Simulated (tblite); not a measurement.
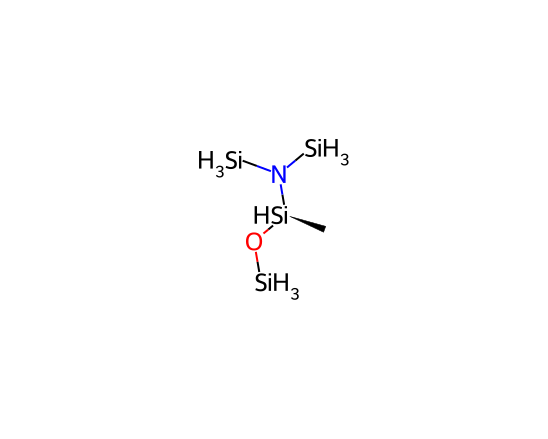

Figure made from data computed with tblite.

2D structure.

> Transcribe the drawing into SMILES.

C[Si@@H](O[SiH3])N([SiH3])[SiH3]

> Give the formula, hydrogens included.

CH13NOSi4.

> An optimisation with GFN2-xTB gave a structure of which point group?

C1.
